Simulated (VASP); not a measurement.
Band structure of MgO (rock salt). Computed with PBE GGA, VASP's PBE PAW potentials (set 64) (plane waves; VASP 6.6.1).

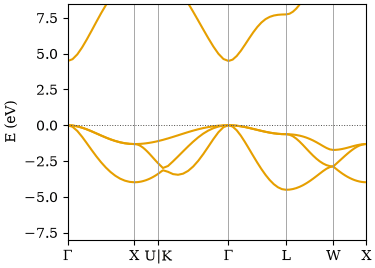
*Bands along high-symmetry lines, zero at the valence-band maximum or, without a gap, the Fermi level*

Problem. Read the plot: is there a gap, and where are the band edges?

Solution. The gap is direct, 4.49 eV, from the valence maximum at Γ to the conduction minimum at Γ. (Edges off the drawn lines would not show.)

Measured: gap 8.36 eV (computed value off by -3.87 eV), as given by Wei Chen et al., Physical Review Materials (2018), doi:10.1103/physrevmaterials.2.073803 [zero-point renormalisation of 0.53 eV added back (the table's ZPR column)].

The compound is MgO in the rock salt structure. It was relaxed first.
